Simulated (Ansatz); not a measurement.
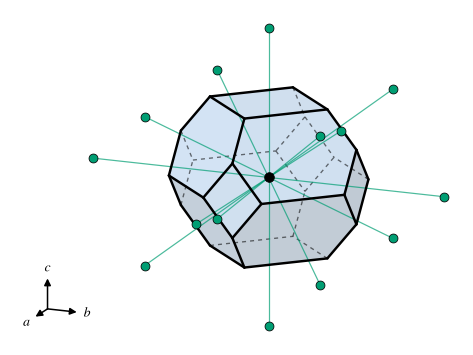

The Wigner–Seitz cell of the crystal's lattice, with lines to the lattice points that define its faces. Crystal: Zr2W, coordinates from a relaxation with DFT PBE, scalar-relativistic, plane waves, PAW (Ansatz); the starting structure was generated, so it need not be a known form of this composition. All values are computed from the atomic coordinates in the standard setting (tolerance 0.002 Å).

a = 6.819 Å, b = 6.819 Å, c = 5.549 Å, α = 90.00°, β = 90.00°, γ = 90.00°; lattice centring I.

Q: Describe the polyhedron.

A: A truncated octahedron: 14 faces (6 with 4 edges, 8 with 6 edges), 36 edges, 24 vertices. Its volume is that of the primitive cell, 129.0 Å³.

Q: Which lattice vectors do the faces bisect?

A:
| example | length (Å) | faces | edges of each | area (Å²) |
| --- | --- | --- | --- | --- |
| c | 5.55 | 2 | 4 | 10.4 |
| 1/2 a + 1/2 b + 1/2 c | 5.56 | 8 | 6 | 12.9 |
| a | 6.82 | 4 | 4 | 3.1 |
